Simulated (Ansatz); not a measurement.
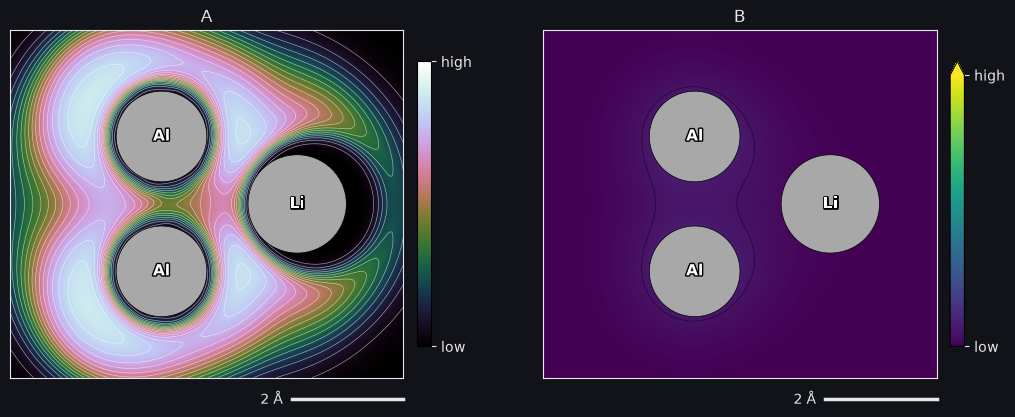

Li···Al$_{2}$ (charge −1): 2 fields on the molecular plane, with unlabelled colour scales. Grey discs cover the atomic cores.

Geometry: PBE0-D4/def2-TZVPD; the highest occupied orbital lies above zero, a sign that basis and functional describe the outermost electron poorly.

Theory: Ansatz 0.2.0, RKS PBE0-D4/def2-TZVPD.

Which field does each panel show? The fields are: electron density and electron localisation function.

Panel A: electron localisation function. Panel B: electron density. From the grid: Li1···Al3 (2.71 Å): the density falls to about 0.11 e/Å³ on the way; the ELF peaks at about 0.75 in the valence shell of Al, 1.4 Å from its nucleus, and is about 0.75 at the midpoint. Al–Al (2.41 Å): ρ is about 0.25 e/Å³ halfway; the ELF is about 0.45 at the midpoint.
